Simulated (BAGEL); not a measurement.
**triplet CH3CuO at 3 levels**

We compute a comparison of 3 runs (UHF/STO-3G, ROHF/cc-pVDZ, UHF/cc-pVDZ) of triplet CH3CuO. 

The calculation is run with BAGEL 1.2.2.

6 further runs of the same task are left out: 6 that didn't finish.

**1. The system as given**

CH3CuO: 6 atoms, total charge 0, spin state triplet. SMILES of the parent species: `C[O][Cu]`. Geometry: relaxed at PBE0-D4/def2-TZVP. That shape belongs to the parent species and isn't relaxed for this state.

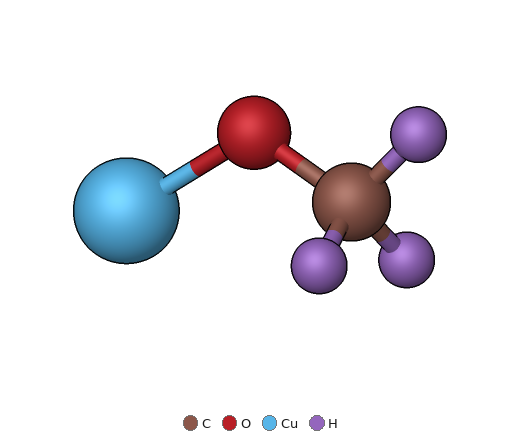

Viewed from a chosen angle; carbon brown, oxygen red, copper blue, hydrogen purple.

**2. A single-point energy at UHF/STO-3G (density fitting with qzvpp-jkfit) (run 1)**

calc.json

```json
{ "bagel": [

{
  "title": "molecule",
  "basis": "sto-3g",
  "df_basis": "qzvpp-jkfit",
  "angstrom": true,
  "geometry": [
    { "atom": "C", "xyz": [    0.449400,   -0.190500,    0.012000 ] },
    { "atom": "O", "xyz": [   -0.425200,    0.803000,   -0.416700 ] },
    { "atom": "Cu", "xyz": [   -2.169800,    0.732600,   -0.018300 ] },
    { "atom": "H", "xyz": [    0.212700,   -1.190800,   -0.383600 ] },
    { "atom": "H", "xyz": [    1.458600,    0.061500,   -0.347500 ] },
    { "atom": "H", "xyz": [    0.516500,   -0.279900,    1.107800 ] }
  ]
},
{
  "title": "uhf",
  "nopen": 2
},
{
  "title": "print",
  "file": "orbitals.molden",
  "orbitals": true
}

]}
```

Command:

```bash
$ BAGEL_NUM_THREADS=1 BAGEL calc.json > calc.out
```

The log of the run:

```text
* using 1 threads per process

  ===============================================================
  ===============================================================

  *** Geometry ***

  { "atom" : "C", "xyz" : [      0.849243,     -0.359993,      0.022677 ] },
  { "atom" : "O", "xyz" : [     -0.803512,      1.517450,     -0.787449 ] },
  { "atom" : "Cu", "xyz" : [     -4.100328,      1.384413,     -0.034582 ] },
  { "atom" : "H", "xyz" : [      0.401945,     -2.250286,     -0.724899 ] },
  { "atom" : "H", "xyz" : [      2.756355,      0.116218,     -0.656680 ] },
  { "atom" : "H", "xyz" : [      0.976044,     -0.528934,      2.093439 ] },

  Number of auxiliary basis functions:      470

  Since a DF basis is specified, we compute 2- and 3-index integrals:
    o Being stored without compression. Storage requirement is 0.004 GB

  Number of basis functions:       31
  Number of electrons      :       46

    * METHOD: MOLECULE                             0.13

  *** Open-shell HF ***

  === Nuclear Repulsion ===
   149.7388789278

      * DIIS with orbital gradients will be used.

  === UHF iteration (sto-3g) ===
      0      -1725.47602880          0.25072383           0.03
      1      -1723.36925326          0.24978853           0.03
      2      -1687.68760669          0.39912729           0.03
      3      -1729.36618529          0.12230365           0.03
      4      -1708.64627571          0.32749435           0.03
      5      -1733.42256443          0.01930323           0.03
      6      -1733.46855893          0.00860870           0.03
      7      -1733.47870985          0.00524651           0.03
      8      -1733.48313940          0.00377577           0.03
      9      -1733.48885259          0.00236196           0.03
     10      -1733.49115439          0.00214276           0.03
     11      -1733.49394672          0.00198283           0.03
     12      -1733.49624837          0.00189252           0.03
     13      -1733.49879776          0.00183746           0.03
     14      -1733.50183794          0.00169133           0.03
     15      -1733.50644956          0.00118052           0.03
[... 71 lines of this table left out ...]
     87      -1733.50797878          0.00000002           0.03
     88      -1733.50797878          0.00000002           0.03
     89      -1733.50797878          0.00000002           0.03
     90      -1733.50797878          0.00000001           0.03
     91      -1733.50797878          0.00000001           0.03
     92      -1733.50797878          0.00000001           0.03
     93      -1733.50797878          0.00000001           0.03
     94      -1733.50797878          0.00000001           0.03
    * SCF iteration converged.

    * S^2 (UHF) is 2.0035

    * Permanent dipole moment:
           (   -0.561682,     0.289030,    -0.062123) a.u.

    * METHOD: UHF                                  3.20

    * METHOD: PRINT                                0.00

  ===============================================================
```

Run time: 3.6 s. Hardware: 1 thread of Arm Neoverse V2, shared host; peak memory 0.081 GiB.

**3. A single-point energy at ROHF/cc-pVDZ (density fitting with qzvpp-jkfit) (run 2)**

input.json

```json
{ "bagel": [

{
  "title": "molecule",
  "basis": "cc-pvdz.json",
  "df_basis": "qzvpp-jkfit",
  "angstrom": true,
  "geometry": [
    { "atom": "C", "xyz": [    0.449400,   -0.190500,    0.012000 ] },
    { "atom": "O", "xyz": [   -0.425200,    0.803000,   -0.416700 ] },
    { "atom": "Cu", "xyz": [   -2.169800,    0.732600,   -0.018300 ] },
    { "atom": "H", "xyz": [    0.212700,   -1.190800,   -0.383600 ] },
    { "atom": "H", "xyz": [    1.458600,    0.061500,   -0.347500 ] },
    { "atom": "H", "xyz": [    0.516500,   -0.279900,    1.107800 ] }
  ]
},
{
  "title": "rohf",
  "nopen": 2
},
{
  "title": "print",
  "file": "orbitals.molden",
  "orbitals": true
}

]}
```

The basis set cc-pVDZ is read from a file made from the Basis Set Exchange's data (not shown).

Command:

```bash
$ BAGEL_NUM_THREADS=1 BAGEL input.json > input.out
```

The log of the run:

```text
* using 1 threads per process

  ===============================================================
  ===============================================================

  *** Geometry ***

  { "atom" : "C", "xyz" : [      0.849243,     -0.359993,      0.022677 ] },
  { "atom" : "O", "xyz" : [     -0.803512,      1.517450,     -0.787449 ] },
  { "atom" : "Cu", "xyz" : [     -4.100328,      1.384413,     -0.034582 ] },
  { "atom" : "H", "xyz" : [      0.401945,     -2.250286,     -0.724899 ] },
  { "atom" : "H", "xyz" : [      2.756355,      0.116218,     -0.656680 ] },
  { "atom" : "H", "xyz" : [      0.976044,     -0.528934,      2.093439 ] },

  Number of auxiliary basis functions:      470

  Since a DF basis is specified, we compute 2- and 3-index integrals:
    o Being stored without compression. Storage requirement is 0.028 GB

  Number of basis functions:       86
  Number of electrons      :       46

    * METHOD: MOLECULE                             0.24

  *** Open-shell HF ***

  === Nuclear Repulsion ===
   149.7388789278

      * DIIS with orbital gradients will be used.

  === ROHF iteration (cc-pvdz.json) ===
      0      -1752.50979294          0.08928161           0.11
      1      -1724.31041326          0.31573982           0.10
      2      -1675.16047706          0.51955128           0.11
      3      -1746.66291777          0.21033779           0.11
      4      -1751.91218393          0.10369974           0.10
      5      -1752.40403892          0.08719521           0.11
      6      -1753.00801440          0.05842899           0.11
      7      -1753.31717439          0.01248704           0.11
      8      -1753.34903188          0.00392320           0.11
      9      -1753.35406224          0.00140279           0.11
     10      -1753.35515162          0.00034093           0.11
     11      -1753.35538217          0.00014058           0.11
     12      -1753.35545493          0.00005842           0.11
     13      -1753.35545679          0.00004107           0.11
     14      -1753.35546256          0.00001804           0.11
     15      -1753.35546755          0.00000625           0.11
     16      -1753.35547229          0.00000329           0.10
     17      -1753.35547348          0.00000159           0.11
     18      -1753.35547300          0.00000095           0.11
     19      -1753.35547317          0.00000053           0.11
     20      -1753.35547303          0.00000026           0.11
     21      -1753.35547303          0.00000015           0.11
     22      -1753.35547305          0.00000013           0.11
     23      -1753.35547305          0.00000012           0.11
     24      -1753.35547306          0.00000011           0.11
     25      -1753.35547306          0.00000011           0.12
     26      -1753.35547306          0.00000010           0.11
     27      -1753.35547306          0.00000008           0.11
     28      -1753.35547306          0.00000005           0.11
     29      -1753.35547306          0.00000004           0.11
     30      -1753.35547306          0.00000003           0.12
     31      -1753.35547306          0.00000002           0.12
     32      -1753.35547306          0.00000001           0.11
    * SCF iteration converged.

    * S^2 (ROHF) is 2.0000

    * Permanent dipole moment:
           (   -2.027921,     0.521846,     0.094347) a.u.

    * METHOD: ROHF                                 3.80

    * METHOD: PRINT                                0.01

  ===============================================================
```

Run time: 4.2 s. Hardware: 1 thread of Arm Neoverse V2, shared host; peak memory 0.12 GiB.

**4. A single-point energy at UHF/cc-pVDZ (density fitting with qzvpp-jkfit) (run 3)**

input.json

```json
{ "bagel" : [

{
  "title" : "molecule",
  "basis" : "cc-pvdz.json",
  "df_basis" : "qzvpp-jkfit",
  "angstrom" : true,
  "geometry" : [
    { "atom" : "C", "xyz" : [       0.449400,      -0.190500,       0.012000 ] },
    { "atom" : "O", "xyz" : [      -0.425200,       0.803000,      -0.416700 ] },
    { "atom" : "Cu", "xyz" : [      -2.169800,       0.732600,      -0.018300 ] },
    { "atom" : "H", "xyz" : [       0.212700,      -1.190800,      -0.383600 ] },
    { "atom" : "H", "xyz" : [       1.458600,       0.061500,      -0.347500 ] },
    { "atom" : "H", "xyz" : [       0.516500,      -0.279900,       1.107800 ] }
  ]
},

{
  "title" : "uhf",
  "nopen" : 2
},

{
  "title" : "print",
  "file" : "orbitals.molden",
  "orbitals" : true
}

]}
```

The basis set cc-pVDZ is read from a file made from the Basis Set Exchange's data (not shown).

Command:

```bash
$ BAGEL_NUM_THREADS=1 BAGEL input.json > input.out
```

The log of the run:

```text
* using 1 threads per process

  ===============================================================
  ===============================================================

  *** Geometry ***

  { "atom" : "C", "xyz" : [      0.849243,     -0.359993,      0.022677 ] },
  { "atom" : "O", "xyz" : [     -0.803512,      1.517450,     -0.787449 ] },
  { "atom" : "Cu", "xyz" : [     -4.100328,      1.384413,     -0.034582 ] },
  { "atom" : "H", "xyz" : [      0.401945,     -2.250286,     -0.724899 ] },
  { "atom" : "H", "xyz" : [      2.756355,      0.116218,     -0.656680 ] },
  { "atom" : "H", "xyz" : [      0.976044,     -0.528934,      2.093439 ] },

  Number of auxiliary basis functions:      470

  Since a DF basis is specified, we compute 2- and 3-index integrals:
    o Being stored without compression. Storage requirement is 0.028 GB

  Number of basis functions:       86
  Number of electrons      :       46

    * METHOD: MOLECULE                             0.24

  *** Open-shell HF ***

  === Nuclear Repulsion ===
   149.7388789278

      * DIIS with orbital gradients will be used.

  === UHF iteration (cc-pvdz.json) ===
      0      -1752.50979294          0.08928161           0.11
      1      -1724.45999059          0.31570911           0.11
      2      -1675.41646247          0.52100084           0.11
      3      -1746.69821533          0.21014723           0.11
      4      -1751.93943723          0.10319211           0.11
      5      -1752.42443775          0.08705719           0.11
      6      -1753.02746707          0.05758715           0.11
      7      -1753.32602106          0.01237382           0.11
      8      -1753.35623752          0.00363366           0.11
      9      -1753.36050084          0.00141989           0.11
     10      -1753.36186241          0.00043119           0.11
     11      -1753.36205261          0.00011382           0.11
     12      -1753.36207462          0.00007228           0.11
     13      -1753.36208635          0.00004206           0.11
     14      -1753.36209356          0.00002910           0.11
     15      -1753.36209506          0.00001453           0.11
     16      -1753.36209553          0.00000883           0.11
     17      -1753.36209562          0.00000359           0.11
     18      -1753.36209568          0.00000239           0.10
     19      -1753.36209573          0.00000125           0.10
     20      -1753.36209573          0.00000063           0.11
     21      -1753.36209573          0.00000036           0.11
     22      -1753.36209574          0.00000023           0.11
     23      -1753.36209574          0.00000018           0.11
     24      -1753.36209574          0.00000012           0.11
     25      -1753.36209574          0.00000010           0.11
     26      -1753.36209574          0.00000010           0.11
     27      -1753.36209574          0.00000009           0.11
     28      -1753.36209574          0.00000009           0.11
     29      -1753.36209574          0.00000008           0.11
     30      -1753.36209574          0.00000008           0.11
     31      -1753.36209574          0.00000007           0.11
     32      -1753.36209574          0.00000005           0.11
     33      -1753.36209574          0.00000003           0.11
     34      -1753.36209574          0.00000002           0.11
     35      -1753.36209574          0.00000001           0.11
     36      -1753.36209574          0.00000001           0.11
    * SCF iteration converged.

    * S^2 (UHF) is 2.0178

    * Permanent dipole moment:
           (   -1.997161,     0.522364,     0.087766) a.u.

    * METHOD: UHF                                  4.17

    * METHOD: PRINT                                0.01

  ===============================================================
```

Wall time 4.8 s (1 thread of Arm Neoverse V2, shared host); peak memory 0.11 GiB.

**5. The series**

```csv
run,level,energy (Eh),dipole moment (D),⟨S²⟩,wall time
1,UHF/STO-3G (density fitting with qzvpp-jkfit),-1733.507979,1.61,2.003,3.6 s
2,ROHF/cc-pVDZ (density fitting with qzvpp-jkfit),-1753.355473,5.33,2.000,4.2 s
3,UHF/cc-pVDZ (density fitting with qzvpp-jkfit),-1753.362096,5.25,2.018,4.8 s
```

**6. Results**

| quantity | value |
| --- | --- |
| run 3: total energy | -1753.36210 Eh |
| run 3: dipole moment | 5.25 D |
| run 3: ⟨S²⟩ | 2.018 |

The dipole moment (its size) runs from 1.61 D (UHF/STO-3G) to 5.33 D (ROHF/cc-pVDZ). The two ends differ in method and basis. In run 1 the basis is minimal, so the values are rough. All runs together took 13 s, the longest 4.8 s.
